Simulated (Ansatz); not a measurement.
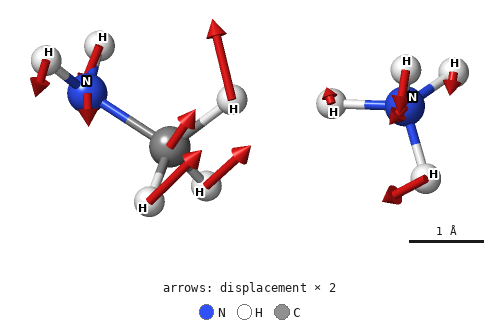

A relaxation of CH9N2 (charge +1). The starting structure is drawn; red arrows show the displacements, 2 times their true length. The two geometries are superimposed by the best rigid fit.

Style: ball-and-stick. Shown at a tilt.

Method: RKS PBE0-D4/def2-TZVP in Ansatz 0.2.0.

Input file:
```yaml
crystal:
  periodic: [false, false, false]
  atoms:
    - {symbol: N, position_ang: [0.534159, 0.267484, -2.221037]}
    - {symbol: H, position_ang: [1.563424, 0.157224, -2.269605]}
    - {symbol: H, position_ang: [0.082693, -0.471295, -2.790591]}
    - {symbol: H, position_ang: [0.270951, 1.197427, -2.595099]}
    - {symbol: H, position_ang: [0.206424, 0.184298, -1.193132]}
    - {symbol: C, position_ang: [0.087333, -0.239985, 1.283449]}
    - {symbol: N, position_ang: [-0.932777, -0.202729, 2.258995]}
    - {symbol: H, position_ang: [-0.242095, 0.073571, 0.201684]}
    - {symbol: H, position_ang: [0.507517, -1.259872, 1.172180]}
    - {symbol: H, position_ang: [0.917161, 0.450408, 1.536393]}
    - {symbol: H, position_ang: [-1.689134, -0.880692, 2.138937]}
    - {symbol: H, position_ang: [-1.305755, 0.724161, 2.478025]}
basis:
  gaussian: {orbitals: def2-TZVP}
total_charge: 1
hamiltonian: {xc: pbe0, dispersion: d4}
relax: {f_tol: 0.005, max_steps: 200}
```

Run as
```bash
ansatz run in.yaml --threads 4 --pin off --events-out ev --progress --plain --max-ram 9574MiB
```

### Which element moves most?

Hydrogen: up to 0.57 Å, against 0.33 Å for carbon.

### What happened in the run?

H8 moves most after the best rigid fit: 0.57 Å. Largest moves by element: H 0.57 Å, C 0.33 Å, N 0.23 Å. Among the contacts that change: C6–H8 1.173 → 1.125 Å, N1–H5 1.082 → 1.040 Å, C6–N7 1.412 → 1.428 Å, N1–H2 1.036 → 1.022 Å. Among the angles between lasting bonds that change: H8–C6–H9 105.1° → 108.0°, C6–N7–H11 115.8° → 113.2°, N7–C6–H9 111.6° → 109.5°. Over 22 accepted moves (24 points after the start) the energy falls by 0.100 eV. Largest force component: 0.85 eV/Å at the start, 0.0028 eV/Å at the end. The line search rejected the trial steps at points 5, 8 of the run. The forces were under the threshold at step 13, but the run went on from there. Cost: 27 s on 4 threads of Arm Neoverse V2, with other jobs on the host.
